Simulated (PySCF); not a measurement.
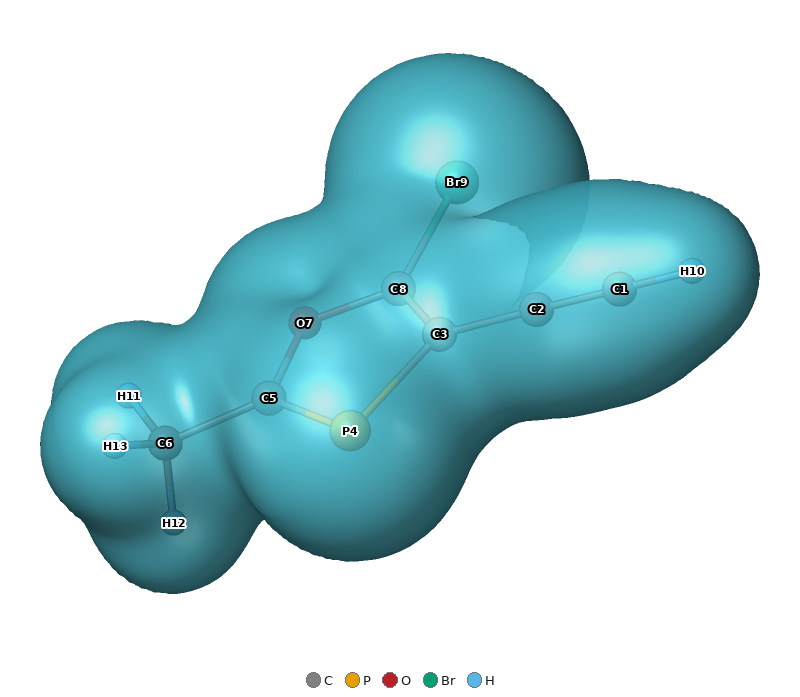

The picture shows: C6H4BrOP. Isosurface of the total electron density at 0.05 e/Å³ (cyan), seen at an oblique angle.

Geometry: GFN2-xTB.

Method: CAM-B3LYP/def2-SVPD, SCF density, gas phase (PySCF).

```json
{"atom": "C", "x (Å)": "3.7357", "y (Å)": "-0.5713", "z (Å)": "-0.2575"}
{"atom": "C", "x (Å)": "2.5536", "y (Å)": "-0.3810", "z (Å)": "-0.1643"}
{"atom": "C", "x (Å)": "1.1698", "y (Å)": "-0.1709", "z (Å)": "-0.0693"}
{"atom": "P", "x (Å)": "-0.0951", "y (Å)": "-1.2255", "z (Å)": "-0.7706"}
{"atom": "C", "x (Å)": "-1.2597", "y (Å)": "-0.1398", "z (Å)": "-0.1181"}
{"atom": "C", "x (Å)": "-2.7458", "y (Å)": "-0.2019", "z (Å)": "-0.2149"}
{"atom": "O", "x (Å)": "-0.7548", "y (Å)": "0.9091", "z (Å)": "0.5585"}
{"atom": "C", "x (Å)": "0.5778", "y (Å)": "0.8754", "z (Å)": "0.5758"}
{"atom": "Br", "x (Å)": "1.4092", "y (Å)": "2.2844", "z (Å)": "1.5002"}
{"atom": "H", "x (Å)": "4.7695", "y (Å)": "-0.7296", "z (Å)": "-0.3329"}
{"atom": "H", "x (Å)": "-3.1850", "y (Å)": "0.5294", "z (Å)": "0.4594"}
{"atom": "H", "x (Å)": "-3.0749", "y (Å)": "0.0173", "z (Å)": "-1.2306"}
{"atom": "H", "x (Å)": "-3.1046", "y (Å)": "-1.1952", "z (Å)": "0.0464"}
```

How is the density connected at this value?

Answer. At this value the surface is in one piece. It bridges the sampled C–C (1.20 Å), C–O (1.33 Å), C–P (1.72 Å) and C–Br (1.88 Å) contacts, where the density stays above the isovalue. On the grid the lowest density along these lines, outside the cores, is 2.7 e/Å³ (C–C, 1.20 Å), 2.1 e/Å³ (C–O, 1.33 Å), 1.2 e/Å³ (C–P, 1.72 Å) and 1.2 e/Å³ (C–Br, 1.88 Å).
